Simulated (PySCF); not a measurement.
```yaml
atoms:
  - { symbol: Si, position_ang: [2.1158, -0.8626, 0.7312] }
  - { symbol: O, position_ang: [0.5263, -0.6332, 0.8264] }
  - { symbol: C, position_ang: [-0.4286, 0.0549, 0.0641] }
  - { symbol: Si, position_ang: [-1.9851, -1.0225, 0.0027] }
  - { symbol: C, position_ang: [0.0581, 0.7416, -1.2238] }
  - { symbol: Si, position_ang: [-0.3996, 1.9665, 0.1217] }
  - { symbol: H, position_ang: [2.8581, 0.4057, 0.7178] }
  - { symbol: H, position_ang: [2.5075, -1.6120, -0.4689] }
  - { symbol: H, position_ang: [2.3200, -1.6235, 1.9543] }
  - { symbol: H, position_ang: [-1.6782, -2.2907, -0.6628] }
  - { symbol: H, position_ang: [-3.0053, -0.2954, -0.7581] }
  - { symbol: H, position_ang: [-2.4300, -1.2716, 1.3727] }
  - { symbol: H, position_ang: [1.0977, 0.5670, -1.4684] }
  - { symbol: H, position_ang: [-0.5813, 0.6104, -2.0868] }
  - { symbol: H, position_ang: [0.6782, 2.5997, 0.8571] }
  - { symbol: H, position_ang: [-1.6613, 2.6745, 0.0094] }
```

Geometry: GFN2-xTB.

Theory: PySCF 2.14.0, PBE0/pcSseg-1, SCF density, gas phase, non-relativistic.

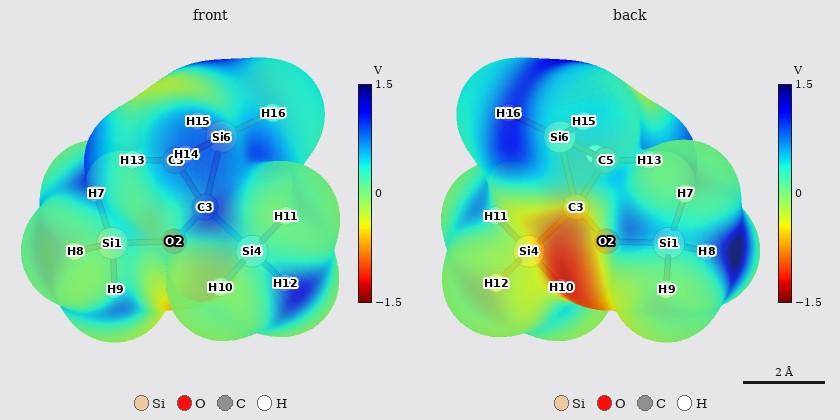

C2H10OSi3 (SMILES [SiH3]O[C@]1([SiH3])C[SiH2]1). The electrostatic potential painted on the density surface at 0.002 e/bohr³, seen from the front and from behind; the colour scale runs from red (negative) to blue (positive).

### Which sites attract a positive test charge, and which a negative one?

A positive charge is drawn to the negative regions and a negative charge to the positive ones. The most negative region (about −1.2 V, or −28 kcal/mol for a unit charge) lies over O2, the most positive (about +1.4 V, or +32 kcal/mol for a unit charge) over Si1. O2 is the likeliest acceptor of a hydrogen bond.
